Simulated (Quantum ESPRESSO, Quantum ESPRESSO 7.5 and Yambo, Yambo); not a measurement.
# Te2Mo (P6_3/mmc): Bethe-Salpeter spectra with Yambo

Aim: follow the lowest exciton of Te2Mo (P6_3/mmc) as the mesh is refined.

Main program and level: Quantum ESPRESSO 7.5 and Yambo 5.3.0; PBE and many-body steps on it, plane waves.

**1. The structure**

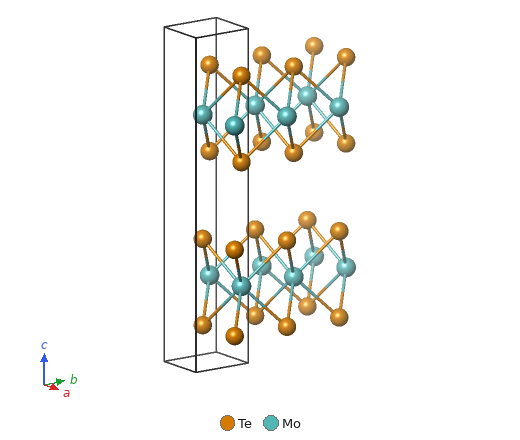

The starting structure, seen slightly off an axis (tellurium orange, molybdenum teal). 2×3×1 cells are drawn.

The cell and positions come from the Crystallography Open Database and are kept as given unless a step says otherwise. Spin-orbit coupling is left out unless a step names it.

**2. Empty states on the mesh, 3×3×1 mesh, 182 bands**

This step: Quantum ESPRESSO 7.5; DFT, PBE, plane waves, norm-conserving pseudopotentials.

The sums over transitions need many empty states on a uniform mesh; this step solves for them.

pw.in reads:

```
&control
  calculation = 'nscf'
  prefix = 'x'
  outdir = 'o'
  pseudo_dir = 'pseudo'
/
&system
  ibrav = 0
  nat = 6
  ntyp = 2
  ecutwfc = 88.0
  nbnd = 182
  force_symmorphic = .true.
/
&electrons
  conv_thr = 1e-9
  electron_maxstep = 80
  diago_full_acc = .true.
  diago_thr_init = 5e-6
/
ATOMIC_SPECIES
  Te 127.6 Te.upf
  Mo 95.95 Mo.upf
CELL_PARAMETERS angstrom
  3.5182000000 -0.0000000000 0.0000000000
  -1.7591000000 3.0468505756 0.0000000000
  0.0000000000 0.0000000000 13.9736000000
ATOMIC_POSITIONS crystal
  Te 0.3333333333 0.6666666667 0.6210000000
  Te 0.6666666667 0.3333333333 0.1210000000
  Te 0.3333333333 0.6666666667 0.8790000000
  Te 0.6666666667 0.3333333333 0.3790000000
  Mo 0.3333333333 0.6666666667 0.2500000000
  Mo 0.6666666667 0.3333333333 0.7500000000
K_POINTS automatic
  3 3 1 0 0 0
```

Launch:

```console
$ OMP_NUM_THREADS=1 mpirun -n 16 pw.x -nk 4 -in pw.in > pw.out
```

The program printed:

```text
Program PWSCF v.7.5 starts

     This program is part of the open-source Quantum ESPRESSO suite
     for quantum simulation of materials; please cite
         "P. Giannozzi et al., J. Phys.:Condens. Matter 21 395502 (2009);
         "P. Giannozzi et al., J. Phys.:Condens. Matter 29 465901 (2017);
         "P. Giannozzi et al., J. Chem. Phys. 152 154105 (2020);
     in publications or presentations arising from this work. More details at

     Atomic positions and unit cell read from directory:
     o/x.save/

     Message from routine setup:
[...]
-145.4667-145.4667-145.4667-145.4667 -95.5149 -95.5149 -95.5149 -95.5148
[...]
19.1511  19.7453  21.7381  22.2567  22.2567  23.5556  23.5556  23.8736
     [... 11 further rows ...]
    48.6273  49.0150  49.0433  49.1662  50.3709  50.3709  50.4808  50.4808
    51.7525  51.8918  52.2842  52.2842  52.9714  52.9733

     highest occupied, lowest unoccupied level (ev):    13.9010   14.8756

     XML data file, pseudopotentials, collected wavefunctions

=------------------------------------------------------------------------------=
   JOB DONE.
=------------------------------------------------------------------------------=
```

The job ended after 12 s (16 MPI ranks of Arm Neoverse V2, shared host; peak memory 1.6 GiB).

This step gave:

| Item | Value |
| --- | --- |
| gap | 0.9746 eV |
| k of the valence top | 0, 0, 0 |
| k of the conduction bottom | 0.3333, 0.3333, 0 |
| least direct gap | 1.038 eV |
| k points computed | 3 |
| lowest point of the top converged band, above the valence top | 39.07 eV |

On this mesh the gap is 0.975 eV.

The density comes from a self-consistent run that is not shown.

**3. Conversion and set-up**

This step: Yambo 5.3.0; conversion and set-up on PBE, plane waves, norm-conserving pseudopotentials.

The states are converted to the many-body program's format and the q mesh is built.

Launch:

```console
$ (cd o/x.save; p2y > p2y.log; mv SAVE ../..); yambo > setup.log
```

The program printed:

```text
 Yambo, version 5.3.0

 [02] CORE Variables Setup
 =========================

  [02.01] Unit cells
  ==================

  Cell kind             :  HCP
  Atoms in the cell     :  Te  Mo
  number of Te atoms    :   4
  number of Mo atoms    :  2

  List of atomic masses
  Mass of Te    :  127.6000
  Mass of Mo    :  95.95000

  List of atomic coordinates    : [cc]
  Te1       : -0.33242E-09   3.8385       16.398      order 1
  Te2       :  3.324217  1.919238  3.195160  order 2
  Te3       : -0.33242E-09   3.8385       23.211      order 3
[...]
0.000000  0.000000  0.000000  0.000000  0.000000  0.000000  0.000000  0.000000

 [03] Transferred momenta grid and indexing
 ==========================================

 IBZ Q-points                                      :  3
 BZ  Q-points                                      :   9

 K/Q-points units:
 rlu = crystal or reduced units; cc = cartesian coordinates; iku = interal k-units

 Q [1]          [rlu]:  0.000000  0.000000  0.000000
 Q [2]          [rlu]:  0.88392E-16  0.33333       0.0000
 Q [3]          [rlu]:  0.333333  0.333333  0.000000

  [03.01] X indexes
  =================

   [03.01.01] Sigma indexes
   ========================

 [06] Game Over & Game summary
```

The job ended after 2.4 s (1 MPI rank; peak memory 0.25 GiB).

**4. Screening and self-energy, 3×3×1 mesh, 182 bands, screening to 95.2 eV**

Now the one-shot GW correction: screening in the RPA, then the self-energy of the levels asked for.

This step: G0W0 on PBE, plane waves, norm-conserving pseudopotentials.

gw1.in reads:

```
HF_and_locXC
gw0
dyson
ppa
em1d
rim_cut
RandQpts= 1000000
RandGvec= 1 RL
EXXRLvcs= 88 Ry
VXCRLvcs= 352 Ry
Chimod= "HARTREE"
% BndsRnXp
 1 | 182 |
%
NGsBlkXp= 7 Ry
% LongDrXp
 1 | 1 | 1 |
%
% GbndRnge
 1 | 182 |
%
DysSolver= "n"
ExtendOut
PPAPntXp= 27.21138 eV
% QPkrange
 1 | 1 | 61 | 64 |
 3 | 3 | 61 | 64 |
%
```

Launch:

```console
$ OMP_NUM_THREADS=2 mpirun -n 8 yambo -F gw1.in -J gw1 -C gw1 > gw1.log
```

The program printed:

```text
 Yambo, version 5.3.0

 [02] CORE Variables Setup
 =========================

  [... cell, symmetries and grids as in the set-up ...]

  [02.05] Energies & Occupations
  ==============================

  [X] === General ===
  [X] Electronic Temperature                        :  0.000000  0.000000 [eV K]
  [X] Bosonic    Temperature                        :  0.000000  0.000000 [eV K]
  [X] Finite Temperature mode                       : no
  [X] El. density                                   :  0.82783E+24 [cm-3]
[...]
QP @ state[ 1 ] b range                          :   61   64
   QP @ state[ 2 ] K range                          :  3  3
   QP @ state[ 2 ] b range                          :   61   64
   GF energies kind                                 : Perdew, Burke & Ernzerhof(X)+Perdew, Burke & Ernzerhof(C)
   GF WF`s kind                                     : Perdew, Burke & Ernzerhof(X)+Perdew, Burke & Ernzerhof(C)
   Xs energies kind                                 : Perdew, Burke & Ernzerhof(X)+Perdew, Burke & Ernzerhof(C)
   Xs WF`s kind                                     : Perdew, Burke & Ernzerhof(X)+Perdew, Burke & Ernzerhof(C)

 [11] Game Over & Game summary
```

The job ended after 26 s (8 MPI ranks; peak memory 6.7 GiB; 5.3 min of CPU time).

Numbers from this step:

```yaml
g0w0_gap_on_the_points_computed: 1.425 eV
starting_gap_on_the_mesh: 0.9746 eV
k_of_the_valence_top: 0, 0, 0
k_of_the_conduction_bottom: 0.3333, 0.3333, 0
least_direct_g0w0_gap_on_the_computed_points: 1.471 eV
```

The gap on the mesh goes from 0.97 eV to 1.42 eV, a correction of +0.45 eV.

The gap opens by 0.450 eV; the next steps shift the empty bands rigidly by 0.433 eV, the correction at the start's least direct gap. The exciton steps add spin-orbit coupling, which this shift does not hold.

**5. Empty states on the mesh, 3×3×1 mesh, 194 bands**

This step: Quantum ESPRESSO 7.5; DFT, PBE with spin-orbit coupling, plane waves, norm-conserving pseudopotentials.

Changes to pw.in since step 2:

```diff
@@ -11,4 +11,6 @@
   ecutwfc = 88.0
-  nbnd = 182
+  nbnd = 194
   force_symmorphic = .true.
+  noncolin = .true.
+  lspinorb = .true.
 /
```

Launch:

```console
$ OMP_NUM_THREADS=1 mpirun -n 16 pw.x -nk 4 -in pw.in > pw.out
```

The program printed:

```text
[banner, memory and clock lines left out]
Program PWSCF v.7.5 starts

     Atomic positions and unit cell read from directory:
     o/x.save/

     Message from routine setup:
     using ibrav=0 with symmetry is DISCOURAGED, use correct ibrav instead

     Message from routine divide_et_impera:
     suboptimal parallelization: some nodes have no k-points

     bravais-lattice index     =            0
     lattice parameter (alat)  =       6.6484  a.u.
     unit-cell volume          =    1010.8264 (a.u.)^3
     number of atoms/cell      =            6
[...]
[... 13 further rows ...]
[...]
29.5234  29.5234

          k = 0.3333 0.5774 0.0000 ( 14094 PWs)   bands (ev):

  -145.2911-145.2911-145.2911-145.2911-145.2910-145.2910-145.2910-145.2910
  -102.1088-102.1088-102.1088-102.1088-102.1087-102.1087-102.1087-102.1087
[...]
-22.0904 -22.0904 -22.0811 -22.0811 -22.0584 -22.0584 -22.0353 -22.0353
     [... 13 further rows ...]
    28.1752  28.1752  29.2371  29.2371  29.3263  29.3263  30.1107  30.1108
    30.5010  30.5011

     highest occupied, lowest unoccupied level (ev):    13.9450   14.8729

     XML data file, pseudopotentials, collected wavefunctions
```

Run time: 13 s. Hardware: 16 MPI ranks; peak memory 2.5 GiB; 3.4 min of CPU time.

Numbers from this step:

```
gap                                                           : 0.9280 eV
k of the valence top                                          : 0, 0, 0
k of the conduction bottom                                    : 0.3333, 0.3333, 0
least direct gap                                              : 0.9720 eV
k points computed                                             : 3
lowest point of the top converged band, above the valence top : 14.74 eV
```

On this mesh the gap is 0.928 eV.

The density comes from a self-consistent run that is not shown, made with spin-orbit coupling and fully relativistic files.

**6. Conversion and set-up**

This step: Yambo 5.3.0; conversion and set-up on PBE with spin-orbit coupling, plane waves, norm-conserving pseudopotentials.

Launch:

```console
$ (cd o/x.save; p2y > p2y.log; mv SAVE ../..); yambo > setup.log
```

The program printed:

```text
 Yambo, version 5.3.0

 [02] CORE Variables Setup
 =========================

  [02.01] Unit cells
  ==================

  Cell kind             :  HCP
  Atoms in the cell     :  Te  Mo
  number of Te atoms    :   4
  number of Mo atoms    :  2

  List of atomic masses
  Mass of Te    :  127.6000
  Mass of Mo    :  95.95000

  List of atomic coordinates    : [cc]
  Te1       : -0.33242E-09   3.8385       16.398      order 1
  Te2       :  3.324217  1.919238  3.195160  order 2
  Te3       : -0.33242E-09   3.8385       23.211      order 3
[...]
0.000000  0.000000  0.000000  0.000000  0.000000  0.000000  0.000000  0.000000
   0.000000  0.000000

 [03] Transferred momenta grid and indexing
 ==========================================

 IBZ Q-points                                      :  3
 BZ  Q-points                                      :   9

 K/Q-points units:
 rlu = crystal or reduced units; cc = cartesian coordinates; iku = interal k-units

 Q [1]          [rlu]:  0.000000  0.000000  0.000000
 Q [2]          [rlu]:  0.88392E-16  0.33333       0.0000
 Q [3]          [rlu]:  0.333333  0.333333  0.000000

  [03.01] X indexes
  =================

   [03.01.01] Sigma indexes
   ========================

 [06] Game Over & Game summary
```

The job ended after 2.9 s (1 MPI rank; peak memory 0.25 GiB).

[end of part 1 of 3]

[Paths, hosts, dates, memory and timing lines, banners, echoed tables and standing remarks are left out of the program output.]

[Logs are printed without paths, hosts, clocks, repeated set-up lines and the standing remarks that a program may print on its own settings, such as how far it seeks lower states.]

[Runs of the session that timed out or met a known fault of the program may be left out.]

[Hosts, paths, dates, database ids (printed as entryN), source tags and the programs' standing remarks are cut or masked in the printed files.]
